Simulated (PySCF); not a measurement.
# C₃H₈SeSi: electronic excitations at several levels of theory

How much do the electronic excitations of C₃H₈SeSi (`[SiH3][Se]C1CC1`) depend on the level of theory, and what does each level cost?

Programs: PySCF 2.14.0, with density-fitted response routines of our own. Each step states its level of theory. These are calculated values for one molecule in the gas phase, unless marked as measured. Atoms are numbered from 0 throughout.

## (1) The molecule as given

13 atoms, charge 0, multiplicity 1; geometry from: PBE0-D3(BJ)/def2-SVP.

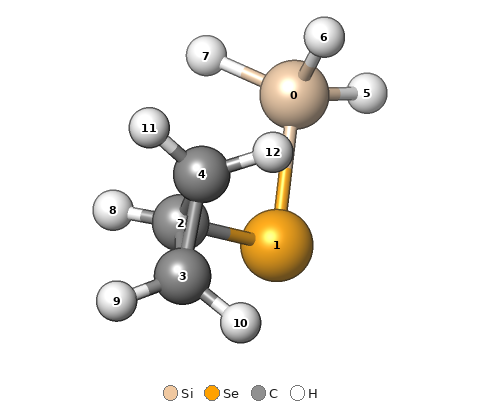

The starting geometry (silicon light orange, selenium orange, carbon grey, hydrogen white), atoms numbered.

## (2) Excited states and response: PBE/def2-SVPD

Job settings and geometry (Å):

```
{"job": {"kind": "uv", "xc": "PBE", "basis": "def2-SVPD", "ip": true}, "charge": 0, "multiplicity": 1}
Si     2.267178    -0.377228    -0.333949
Se     0.349534    -1.170899    -1.273394
C     -0.790894     0.232817    -0.583501
C     -2.157821    -0.136921    -0.094535
C     -1.112498     0.311772     0.880064
H      3.356652    -1.308115    -0.751030
H      2.166249    -0.349295     1.156932
H      2.574242     1.005419    -0.811593
H     -0.690998     1.173100    -1.133368
H     -2.980738     0.540813    -0.337008
H     -2.430754    -1.195617    -0.094536
H     -1.199775     1.306574     1.325744
H     -0.672448    -0.443946     1.536801
```

Level: TDDFT PBE/def2-SVPD, vertical, gas phase, core orbitals frozen in the response.

On the command line:

```
OMP_NUM_THREADS=1 python probes_run.py task.json out
```

One launch serves the whole session: the jobs run in the order shown.

Output:

```text
coarse grid: 49064 points
cycle   1  E = -2808.9759792040  dE = -6.097e-01  |g| = 4.152e-01  |ddm| = 4.854e+00
cycle   2  E = -2808.9071564195  dE =  6.882e-02  |g| = 6.398e-01  |ddm| = 1.223e+00
cycle   3  E = -2809.0167663785  dE = -1.096e-01  |g| = 1.152e-01  |ddm| = 8.827e-01
cycle   4  E = -2809.0200979021  dE = -3.332e-03  |g| = 4.412e-02  |ddm| = 2.459e-01
cycle   5  E = -2809.0206119555  dE = -5.141e-04  |g| = 9.717e-03  |ddm| = 6.455e-02
cycle   6  E = -2809.0206314189  dE = -1.946e-05  |g| = 2.830e-03  |ddm| = 2.077e-02
cycle   7  E = -2809.0206342916  dE = -2.873e-06  |g| = 6.698e-04  |ddm| = 6.826e-03
final grid: 101600 points
cycle   8  E = -2809.0206158994  dE =  2.569e-08  |g| = 9.609e-04  |ddm| = 1.073e-02
cycle   9  E = -2809.0206155575  dE =  3.420e-07  |g| = 1.509e-03  |ddm| = 3.864e-03
cycle  10  E = -2809.0206161019  dE = -5.445e-07  |g| = 1.709e-04  |ddm| = 2.444e-03
cycle  11  E = -2809.0206161082  dE = -6.316e-09  |g| = 2.241e-05  |ddm| = 2.338e-04
cycle  12  E = -2809.0206161084  dE = -1.414e-10  |g| = 7.512e-06  |ddm| = 3.732e-05
converged SCF energy = -2809.0206161084

Static polarisability (au): isotropic 95.057, principal 77.847 90.920 116.404

Singlet excitations
state   eV       nm        f      main configurations
  1   4.6240    268.1   0.00562   H->L 0.99
  2   5.0933    243.4   0.01412   H->L+1 0.95
  3   5.4672    226.8   0.00711   H->L+2 0.94
  4   5.7490    215.7   0.00444   H->L+3 0.98
  5   5.8710    211.2   0.01876   H->L+4 0.78, H->L+5 0.21
  6   5.9561    208.2   0.00335   H->L+5 0.58, H-1->L 0.22, H->L+4 0.18
  7   6.1250    202.4   0.01366   H->L+6 0.92
  8   6.2344    198.9   0.06234   H-1->L 0.47, H->L+7 0.36, H->L+5 0.09
  9   6.3988    193.8   0.01604   H->L+7 0.56, H-1->L 0.17, H-1->L+1 0.09
 10   6.5836    188.3   0.07952   H-1->L+1 0.85

Triplet excitations (Tamm-Dancoff, eV): 4.2641 4.7298 5.2767 5.5782
Vertical ionisation energy (delta-SCF) = 8.4211 eV
```

Wall time 93 s (1 thread of Arm Neoverse N1, shared host); peak memory 0.69 GiB.

The orbitals next to the gap, with their largest atomic shares:

| orbital | eV | atoms |
| --- | --- | --- |
| HOMO−3 | -8.12 | C2 17 %, Si0 17 %, Se1 14 % |
| HOMO−2 | -7.59 | C3 27 %, C4 23 %, C2 16 % |
| HOMO−1 | -6.92 | Se1 35 %, C2 20 %, Si0 13 % |
| HOMO | -5.49 | Se1 69 %, Si0 10 %, C2 9 % |
| LUMO | -1.01 | Se1 46 %, Si0 21 %, C2 10 % |
| LUMO+1 | -0.56 | Se1 36 %, Si0 25 %, C2 12 % |
| LUMO+2 | -0.10 | Si0 25 %, Se1 17 %, H6 10 % |

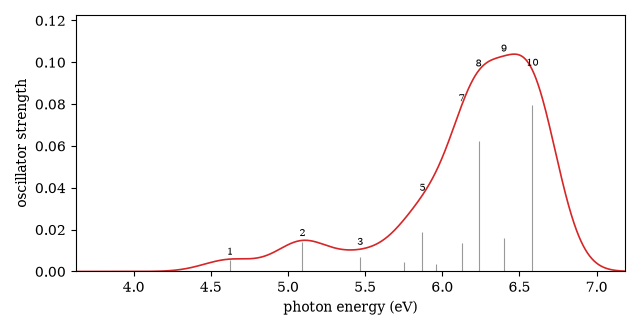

Absorption spectrum from the 10 singlet states computed; above the last one it falls off for lack of states. Lines are broadened to a width of 0.40 eV (Gaussian).

Ground-state properties from the same run:

| property | computed |
| --- | --- |
| dipole moment (D) | 1.50 |
| polarisability (Å³) | 14.09 |
| HOMO–LUMO gap (eV) | 4.49 |
| −ε(HOMO) (eV) | 5.49 |

## (3) TDDFT and polarisability: B3LYP/def2-SVPD

Settings changed since step 2:

```diff
@@ -1,2 +1,2 @@
-{"job": {"kind": "uv", "xc": "PBE", "basis": "def2-SVPD", "ip": true}, "charge": 0, "multiplicity": 1}
+{"job": {"kind": "uv", "xc": "B3LYP", "basis": "def2-SVPD", "ip": true}, "charge": 0, "multiplicity": 1}
 Si     2.267178    -0.377228    -0.333949
```

Method: TDDFT B3LYP/def2-SVPD, vertical, gas phase, core orbitals frozen in the response.

Output:

```text
coarse grid: 49064 points
cycle   1  E = -2809.7296038529  dE = -5.361e-01  |g| = 3.140e-01  |ddm| = 4.775e+00
cycle   2  E = -2809.7211343764  dE =  8.469e-03  |g| = 3.509e-01  |ddm| = 9.034e-01
cycle   3  E = -2809.7547267033  dE = -3.359e-02  |g| = 6.336e-02  |ddm| = 5.132e-01
cycle   4  E = -2809.7556595478  dE = -9.328e-04  |g| = 2.091e-02  |ddm| = 1.245e-01
cycle   5  E = -2809.7557668502  dE = -1.073e-04  |g| = 9.009e-03  |ddm| = 3.779e-02
cycle   6  E = -2809.7557844399  dE = -1.759e-05  |g| = 1.051e-03  |ddm| = 1.366e-02
cycle   7  E = -2809.7557847692  dE = -3.293e-07  |g| = 4.088e-04  |ddm| = 2.625e-03
final grid: 101600 points
cycle   8  E = -2809.7557653222  dE = -2.704e-08  |g| = 5.228e-04  |ddm| = 7.735e-03
cycle   9  E = -2809.7557652701  dE =  5.206e-08  |g| = 6.994e-04  |ddm| = 1.735e-03
cycle  10  E = -2809.7557653848  dE = -1.147e-07  |g| = 5.566e-05  |ddm| = 1.002e-03
cycle  11  E = -2809.7557653855  dE = -7.440e-10  |g| = 7.317e-06  |ddm| = 8.552e-05
converged SCF energy = -2809.7557653855

Static polarisability (au): isotropic 92.527, principal 76.091 88.888 112.601

Singlet excitations
state   eV       nm        f      main configurations
  1   4.8405    256.1   0.00446   H->L 0.97
  2   5.4193    228.8   0.01796   H->L+1 0.97
  3   5.9065    209.9   0.00982   H->L+2 0.98
  4   6.2431    198.6   0.00317   H->L+3 0.69, H->L+4 0.14, H->L+6 0.10
  5   6.3262    196.0   0.02225   H->L+4 0.75, H->L+3 0.14
  6   6.3768    194.4   0.00523   H->L+5 0.49, H-1->L 0.33
  7   6.5131    190.4   0.01255   H->L+6 0.86
  8   6.6564    186.3   0.06694   H->L+5 0.36, H-1->L 0.35, H->L+7 0.12
  9   6.7939    182.5   0.01189   H->L+7 0.71, H-1->L+1 0.19
 10   7.0560    175.7   0.15818   H-1->L+1 0.68, H-1->L 0.14

Triplet excitations (Tamm-Dancoff, eV): 4.4691 5.0147 5.7025 5.8667
Vertical ionisation energy (delta-SCF) = 8.5941 eV
```

Run time: 89 s. Hardware: 1 thread of Arm Neoverse N1, shared host; peak memory 0.85 GiB.

Key values: HOMO -6.38 eV, LUMO -0.40 eV; lowest singlet 4.84 eV.

## (4) Excited states and response: PBE0/def2-SVPD

Settings changed since step 3:

```diff
@@ -1,2 +1,2 @@
-{"job": {"kind": "uv", "xc": "B3LYP", "basis": "def2-SVPD", "ip": true}, "charge": 0, "multiplicity": 1}
+{"job": {"kind": "uv", "xc": "PBE0", "basis": "def2-SVPD", "ip": true}, "charge": 0, "multiplicity": 1}
 Si     2.267178    -0.377228    -0.333949
```

With the program's defaults for keys left out, this is: TDDFT PBE0/def2-SVPD, vertical, gas phase, core orbitals frozen in the response.

Output:

```text
coarse grid: 49064 points
cycle   1  E = -2809.1313361949  dE = -5.176e-01  |g| = 2.652e-01  |ddm| = 4.634e+00
cycle   2  E = -2809.1311704335  dE =  1.658e-04  |g| = 2.634e-01  |ddm| = 7.878e-01
cycle   3  E = -2809.1503452959  dE = -1.917e-02  |g| = 4.831e-02  |ddm| = 4.174e-01
cycle   4  E = -2809.1508799794  dE = -5.347e-04  |g| = 1.426e-02  |ddm| = 9.985e-02
cycle   5  E = -2809.1509261285  dE = -4.615e-05  |g| = 7.776e-03  |ddm| = 3.056e-02
cycle   6  E = -2809.1509399158  dE = -1.379e-05  |g| = 7.584e-04  |ddm| = 1.166e-02
cycle   7  E = -2809.1509400712  dE = -1.554e-07  |g| = 3.338e-04  |ddm| = 2.063e-03
final grid: 101600 points
cycle   8  E = -2809.1509275742  dE = -3.181e-08  |g| = 4.165e-04  |ddm| = 7.319e-03
cycle   9  E = -2809.1509275450  dE =  2.922e-08  |g| = 5.394e-04  |ddm| = 1.420e-03
cycle  10  E = -2809.1509276153  dE = -7.028e-08  |g| = 4.760e-05  |ddm| = 8.144e-04
cycle  11  E = -2809.1509276158  dE = -5.516e-10  |g| = 5.614e-06  |ddm| = 7.451e-05
converged SCF energy = -2809.1509276158

Static polarisability (au): isotropic 91.738, principal 75.457 88.027 111.729

Singlet excitations
state   eV       nm        f      main configurations
  1   4.9449    250.7   0.00458   H->L 0.96
  2   5.5770    222.3   0.01776   H->L+1 0.96
  3   6.1577    201.3   0.01002   H->L+2 0.97
  4   6.4155    193.3   0.00165   H->L+3 0.69, H->L+4 0.12, H->L+6 0.11
  5   6.5162    190.3   0.00020   H->L+5 0.49, H-1->L 0.40
  6   6.5877    188.2   0.03133   H->L+4 0.80, H->L+3 0.16
  7   6.7545    183.6   0.01804   H->L+6 0.85, H->L+3 0.08
  8   6.8466    181.1   0.06786   H->L+5 0.38, H-1->L 0.34, H-1->L+1 0.18
  9   7.0251    176.5   0.01773   H->L+7 0.82, H-1->L+1 0.11
 10   7.2495    171.0   0.16945   H-1->L+1 0.66, H-1->L 0.15, H->L+7 0.09

Triplet excitations (Tamm-Dancoff, eV): 4.5211 5.1310 5.8673 5.9077
Vertical ionisation energy (delta-SCF) = 8.5717 eV
```

It took 86 s on 1 thread of Arm Neoverse N1, shared host; peak memory 0.85 GiB.

This run: HOMO -6.60 eV, LUMO -0.18 eV; lowest singlet 4.94 eV.

## (5) Ultraviolet spectrum: BHandHLYP/def2-SVPD

Settings changed since step 4:

```diff
@@ -1,2 +1,2 @@
-{"job": {"kind": "uv", "xc": "PBE0", "basis": "def2-SVPD", "ip": true}, "charge": 0, "multiplicity": 1}
+{"job": {"kind": "uv", "xc": "BHandHLYP", "basis": "def2-SVPD", "ip": true}, "charge": 0, "multiplicity": 1}
 Si     2.267178    -0.377228    -0.333949
```

Level: TDDFT BHandHLYP/def2-SVPD, vertical, gas phase, core orbitals frozen in the response.

Output:

```text
coarse grid: 49064 points
cycle   1  E = -2809.5795455142  dE = -4.012e-01  |g| = 2.513e-01  |ddm| = 4.487e+00
cycle   2  E = -2809.5963805734  dE = -1.684e-02  |g| = 1.440e-01  |ddm| = 7.606e-01
cycle   3  E = -2809.6024165350  dE = -6.036e-03  |g| = 4.940e-02  |ddm| = 3.455e-01
cycle   4  E = -2809.6030346478  dE = -6.181e-04  |g| = 1.184e-02  |ddm| = 9.712e-02
cycle   5  E = -2809.6030594354  dE = -2.479e-05  |g| = 2.946e-03  |ddm| = 2.211e-02
cycle   6  E = -2809.6030618001  dE = -2.365e-06  |g| = 9.877e-04  |ddm| = 5.855e-03
final grid: 101600 points
cycle   7  E = -2809.6030489678  dE = -8.417e-10  |g| = 1.058e-03  |ddm| = 5.527e-03
cycle   8  E = -2809.6030488514  dE =  1.165e-07  |g| = 1.261e-03  |ddm| = 3.139e-03
cycle   9  E = -2809.6030492777  dE = -4.263e-07  |g| = 3.958e-05  |ddm| = 1.748e-03
cycle  10  E = -2809.6030492780  dE = -3.224e-10  |g| = 1.284e-05  |ddm| = 7.429e-05
converged SCF energy = -2809.6030492780

Static polarisability (au): isotropic 89.432, principal 73.824 86.161 108.310

Singlet excitations
state   eV       nm        f      main configurations
  1   5.1494    240.8   0.00360   H->L 0.78
  2   5.9154    209.6   0.02349   H->L+1 0.82, H->L 0.09
  3   6.5680    188.8   0.01560   H->L+2 0.80
  4   6.9036    179.6   0.00496   H-1->L 0.37, H->L+6 0.27, H->L+7 0.12
  5   6.9415    178.6   0.01517   H->L+3 0.20, H->L+5 0.18, H->L+6 0.17
  6   6.9718    177.8   0.02509   H->L+3 0.66, H->L+6 0.17
  7   7.1059    174.5   0.02352   H->L+4 0.72, H->L+5 0.10
  8   7.2768    170.4   0.05588   H->L+7 0.22, H-1->L+1 0.22, H->L+5 0.14
  9   7.4646    166.1   0.01946   H->L+5 0.36, H->L+7 0.35, H->L+6 0.08
 10   7.6981    161.1   0.25740   H-1->L+1 0.53, H-1->L 0.25, H->L+7 0.12

Triplet excitations (Tamm-Dancoff, eV): 4.7206 5.4391 6.1400 6.2628
Vertical ionisation energy (delta-SCF) = 8.5499 eV
```

It took 89 s on 1 thread of Arm Neoverse N1, shared host; peak memory 0.85 GiB.

In short: HOMO -7.57 eV, LUMO 0.59 eV; lowest singlet 5.15 eV.

## (6) TDDFT and polarisability: CAM-B3LYP/def2-SVPD

Settings changed since step 5:

```diff
@@ -1,2 +1,2 @@
-{"job": {"kind": "uv", "xc": "BHandHLYP", "basis": "def2-SVPD", "ip": true}, "charge": 0, "multiplicity": 1}
+{"job": {"kind": "uv", "xc": "CAM-B3LYP", "basis": "def2-SVPD", "ip": true}, "charge": 0, "multiplicity": 1}
 Si     2.267178    -0.377228    -0.333949
```

Method: TDDFT CAM-B3LYP/def2-SVPD, vertical, gas phase, core orbitals frozen in the response.

Output:

```text
coarse grid: 49064 points
cycle   1  E = -2809.7261652602  dE = -4.164e-01  |g| = 2.683e-01  |ddm| = 4.617e+00
cycle   2  E = -2809.7404722587  dE = -1.431e-02  |g| = 1.704e-01  |ddm| = 7.473e-01
cycle   3  E = -2809.7484520679  dE = -7.980e-03  |g| = 4.341e-02  |ddm| = 3.519e-01
cycle   4  E = -2809.7489141618  dE = -4.621e-04  |g| = 1.394e-02  |ddm| = 8.420e-02
cycle   5  E = -2809.7489511044  dE = -3.694e-05  |g| = 3.255e-03  |ddm| = 2.742e-02
cycle   6  E = -2809.7489541519  dE = -3.048e-06  |g| = 1.197e-03  |ddm| = 7.020e-03
final grid: 101600 points
cycle   7  E = -2809.7489314962  dE =  2.237e-10  |g| = 1.316e-03  |ddm| = 5.547e-03
cycle   8  E = -2809.7489312872  dE =  2.090e-07  |g| = 1.613e-03  |ddm| = 3.712e-03
cycle   9  E = -2809.7489319677  dE = -6.805e-07  |g| = 5.997e-05  |ddm| = 2.083e-03
cycle  10  E = -2809.7489319686  dE = -8.322e-10  |g| = 2.009e-05  |ddm| = 1.079e-04
converged SCF energy = -2809.7489319686

Static polarisability (au): isotropic 90.820, principal 75.082 87.439 109.940

Singlet excitations
state   eV       nm        f      main configurations
  1   5.0048    247.7   0.00351   H->L 0.78
  2   5.7368    216.1   0.02250   H->L+1 0.82, H->L 0.10
  3   6.4341    192.7   0.01363   H->L+2 0.80
  4   6.7330    184.1   0.00219   H->L+6 0.45, H-1->L 0.24
  5   6.7672    183.2   0.00514   H->L+5 0.27, H->L+7 0.20, H-1->L 0.19
  6   6.8302    181.5   0.03666   H->L+3 0.81
  7   6.9803    177.6   0.02495   H->L+4 0.76, H->L+5 0.09
  8   7.1161    174.2   0.04551   H-1->L+1 0.26, H->L+7 0.24, H->L+6 0.14
  9   7.3767    168.1   0.03210   H->L+5 0.38, H->L+7 0.28, H->L+6 0.11
 10   7.5124    165.0   0.22747   H-1->L+1 0.50, H-1->L 0.25, H->L+7 0.13

Triplet excitations (Tamm-Dancoff, eV): 4.5950 5.2809 6.0559 6.1360
Vertical ionisation energy (delta-SCF) = 8.6678 eV
```

It took 1.7 min on 1 thread of Arm Neoverse N1, shared host; peak memory 1 GiB.

Key values: HOMO -7.86 eV, LUMO 0.71 eV; lowest singlet 5.00 eV.

## (7) Ultraviolet spectrum: wB97X-D/def2-SVPD

Settings changed since step 6:

```diff
@@ -1,2 +1,2 @@
-{"job": {"kind": "uv", "xc": "CAM-B3LYP", "basis": "def2-SVPD", "ip": true}, "charge": 0, "multiplicity": 1}
+{"job": {"kind": "uv", "xc": "wB97X-D", "basis": "def2-SVPD", "ip": true}, "charge": 0, "multiplicity": 1}
 Si     2.267178    -0.377228    -0.333949
```

Level: TDDFT wB97X-D/def2-SVPD, vertical, gas phase, core orbitals frozen in the response.

Output:

```text
coarse grid: 49064 points
cycle   1  E = -2809.6941383763  dE = -4.008e-01  |g| = 2.593e-01  |ddm| = 4.513e+00
cycle   2  E = -2809.7109789610  dE = -1.684e-02  |g| = 1.510e-01  |ddm| = 7.590e-01
cycle   3  E = -2809.7173955450  dE = -6.417e-03  |g| = 4.054e-02  |ddm| = 3.376e-01
cycle   4  E = -2809.7178230450  dE = -4.275e-04  |g| = 1.488e-02  |ddm| = 8.847e-02
cycle   5  E = -2809.7178767689  dE = -5.372e-05  |g| = 3.178e-03  |ddm| = 3.464e-02
cycle   6  E = -2809.7178806226  dE = -3.854e-06  |g| = 1.301e-03  |ddm| = 8.910e-03
final grid: 101600 points
cycle   7  E = -2809.7173752541  dE = -1.665e-06  |g| = 1.155e-03  |ddm| = 1.484e-02
cycle   8  E = -2809.7173753148  dE = -6.079e-08  |g| = 1.175e-03  |ddm| = 3.672e-03
cycle   9  E = -2809.7173756664  dE = -3.516e-07  |g| = 8.723e-05  |ddm| = 1.672e-03
cycle  10  E = -2809.7173756714  dE = -4.944e-09  |g| = 5.968e-05  |ddm| = 3.864e-04
cycle  11  E = -2809.7173756724  dE = -1.055e-09  |g| = 7.830e-06  |ddm| = 1.774e-04
cycle  12  E = -2809.7173756725  dE = -3.683e-11  |g| = 2.681e-06  |ddm| = 3.419e-05
converged SCF energy = -2809.7173756725

Static polarisability (au): isotropic 91.014, principal 75.232 87.695 110.115

Singlet excitations
state   eV       nm        f      main configurations
  1   5.0514    245.4   0.00335   H->L 0.81
  2   5.8087    213.4   0.02370   H->L+1 0.83, H->L 0.08
  3   6.6296    187.0   0.01421   H->L+2 0.76
  4   6.7666    183.2   0.00467   H->L+6 0.36, H-1->L 0.35, H->L+5 0.10
  5   6.8307    181.5   0.00539   H->L+5 0.45, H->L+7 0.15, H-1->L 0.10
  6   7.0276    176.4   0.04239   H->L+3 0.67, H->L+4 0.11, H->L+5 0.11
  7   7.1587    173.2   0.04179   H->L+4 0.38, H->L+6 0.16, H->L+3 0.12
  8   7.1659    173.0   0.03679   H->L+4 0.35, H-1->L+1 0.19, H->L+6 0.14
  9   7.5947    163.3   0.28601   H-1->L+1 0.51, H-1->L 0.25, H->L+6 0.10
 10   7.6786    161.5   0.00268   H->L+7 0.50, H->L+5 0.18, H->L+6 0.10

Triplet excitations (Tamm-Dancoff, eV): 4.6775 5.3755 6.1266 6.4272
Vertical ionisation energy (delta-SCF) = 8.6275 eV
```

Wall time 96 s (1 thread of Arm Neoverse N1, shared host); peak memory 0.95 GiB.

This run: HOMO -8.41 eV, LUMO 1.46 eV; lowest singlet 5.05 eV.

## (8) Excited states and response: LC-wPBE/def2-SVPD

Settings changed since step 7:

```diff
@@ -1,2 +1,2 @@
-{"job": {"kind": "uv", "xc": "wB97X-D", "basis": "def2-SVPD", "ip": true}, "charge": 0, "multiplicity": 1}
+{"job": {"kind": "uv", "xc": "LC-wPBE", "basis": "def2-SVPD", "ip": true}, "charge": 0, "multiplicity": 1}
 Si     2.267178    -0.377228    -0.333949
```

Method: TDDFT LC-wPBE/def2-SVPD, vertical, gas phase, core orbitals frozen in the response.

Output:

```text
coarse grid: 49064 points
cycle   1  E = -2809.1754915055  dE = -3.176e-01  |g| = 3.111e-01  |ddm| = 4.505e+00
cycle   2  E = -2809.2022990763  dE = -2.681e-02  |g| = 1.636e-01  |ddm| = 7.955e-01
cycle   3  E = -2809.2088291717  dE = -6.530e-03  |g| = 4.559e-02  |ddm| = 3.435e-01
cycle   4  E = -2809.2094957693  dE = -6.666e-04  |g| = 1.974e-02  |ddm| = 1.130e-01
cycle   5  E = -2809.2096003382  dE = -1.046e-04  |g| = 2.452e-03  |ddm| = 4.459e-02
cycle   6  E = -2809.2096043757  dE = -4.037e-06  |g| = 1.053e-03  |ddm| = 1.288e-02
final grid: 101600 points
cycle   7  E = -2809.2095348754  dE = -5.292e-07  |g| = 6.426e-04  |ddm| = 7.857e-03
cycle   8  E = -2809.2095349557  dE = -8.031e-08  |g| = 4.980e-04  |ddm| = 1.788e-03
cycle   9  E = -2809.2095349995  dE = -4.376e-08  |g| = 7.308e-05  |ddm| = 6.430e-04
cycle  10  E = -2809.2095350059  dE = -6.399e-09  |g| = 2.723e-05  |ddm| = 4.673e-04
cycle  11  E = -2809.2095350062  dE = -3.220e-10  |g| = 7.417e-06  |ddm| = 9.195e-05
converged SCF energy = -2809.2095350062

Static polarisability (au): isotropic 88.437, principal 73.377 85.196 106.737

Singlet excitations
state   eV       nm        f      main configurations
  1   5.2105    238.0   0.00310   H->L 0.60, H->L+5 0.12, H->L+1 0.08
  2   6.1898    200.3   0.02347   H->L+1 0.56, H->L 0.14, H->L+3 0.10
  3   7.0649    175.5   0.01116   H-1->L 0.26, H->L+2 0.23, H->L+7 0.15
  4   7.1328    173.8   0.02150   H->L+6 0.30, H->L+2 0.30, H-1->L 0.13
  5   7.3016    169.8   0.01351   H->L+5 0.25, H->L+6 0.18, H->L+1 0.13
  6   7.5289    164.7   0.05597   H->L+3 0.42, H->L+4 0.20, H->L+2 0.16
  7   7.5911    163.3   0.03097   H->L+7 0.34, H-1->L+1 0.17, H->L+6 0.11
  8   7.6596    161.9   0.03616   H->L+4 0.56, H->L+3 0.19
  9   8.0679    153.7   0.37904   H-1->L+1 0.33, H-1->L 0.30
 10   8.2262    150.7   0.00779   H->L+5 0.26, H->L+7 0.23, H->L+2 0.10

Triplet excitations (Tamm-Dancoff, eV): 4.7200 5.6298 6.1843 6.6378
Vertical ionisation energy (delta-SCF) = 8.7194 eV
```

Run time: 2 min. Hardware: 1 thread of Arm Neoverse N1, shared host; peak memory 0.9 GiB.

Key values: HOMO -9.20 eV, LUMO 1.73 eV; lowest singlet 5.21 eV.

[end of part 1 of 2]
